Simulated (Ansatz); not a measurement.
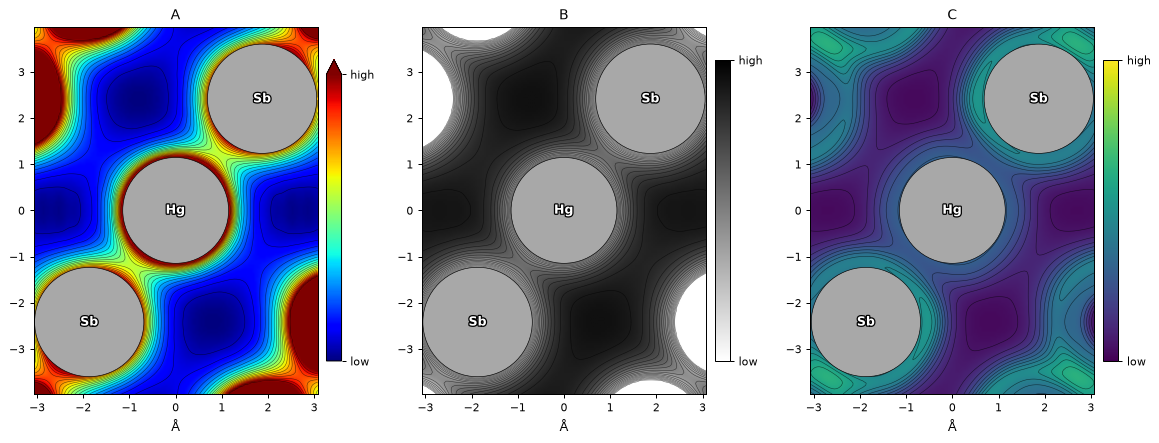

HgSb$_{2}$: 3 fields on the (110) plane of the conventional cell, with unlabelled colour scales. Grey discs cover the atomic cores.

Space group P-3m1; started from the CdI2 prototype, which need not be the ambient phase.

Computed with Ansatz 0.2.0, DFT PBEsol, scalar-relativistic, plane waves, PAW.

> The panels show electron localisation function, electrostatic potential energy of an electron and valence pseudo-density in some order. Assign them.

Panel A: valence pseudo-density. Panel B: electrostatic potential energy of an electron (low next to the atoms, rising into the space between them). Panel C: electron localisation function. From the grid: Hg–Sb (3.06 Å): the density is about 0.23 e/Å³ at the midpoint; the ELF is about 0.30 at the midpoint: no shared electron pair shows on this line.
